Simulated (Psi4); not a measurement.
Intermolecular potential of H3Al ··· Cl- (SMILES [AlH3] and [Cl-]) (charge -1). Monomers: optimised at B3LYP-D3(BJ) (def2-TZVP), held rigid. Orientation: lowest of the rigid-body minima from ten starts at GFN2-xTB (searched outside a hard wall at short contacts). R is the distance of the centres of mass, along which the second monomer moves. The shortest distances reach bonding range, where SAPT0 and rigid monomers are unreliable.

Methods: SAPT0/jun-cc-pVDZ, frozen core (Psi4); MP2/aug-cc-pVTZ = DF-MP2/aug-cc-pVTZ, frozen core, counterpoise-corrected (Psi4 1.11); PBE0/def2-TZVPD, counterpoise-corrected (Psi4); PBE/def2-TZVPD, counterpoise-corrected (Psi4); M06-2X/def2-TZVPD, counterpoise-corrected (Psi4); CCSD(T)/aug-cc-pVDZ = DF-CCSD(T)/aug-cc-pVDZ, frozen core, counterpoise-corrected (Psi4).

Cost and agreement with CCSD(T)/aug-cc-pVDZ over the 10 points of the scan, with CCSD(T)/aug-cc-pVDZ as yardstick. Costs are rough ratios of core time within Psi4 on shared cores, each with its mean field (Kohn-Sham runs search longer for lower solutions than correlated ones do); the miss is the largest difference from CCSD(T) of the interaction energy, in kcal/mol.

Question: Which is the cheapest of these levels that stays within 11 kcal/mol of CCSD(T)/aug-cc-pVDZ?

Answer: SAPT0/jun-cc-pVDZ.

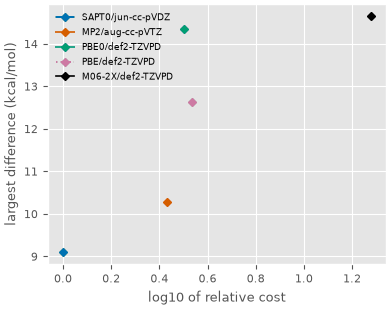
Figure. Miss against cost, one point a level.

```json
[
 {"level": "SAPT0/jun-cc-pVDZ", "relative cost": "1", "largest difference": "9.09"},
 {"level": "MP2/aug-cc-pVTZ", "relative cost": "3", "largest difference": "10.27"},
 {"level": "PBE0/def2-TZVPD", "relative cost": "3", "largest difference": "14.34"},
 {"level": "PBE/def2-TZVPD", "relative cost": "3", "largest difference": "12.62"},
 {"level": "M06-2X/def2-TZVPD", "relative cost": "20", "largest difference": "14.66"}
]
```

Costs within a factor of two of each other count as equal.
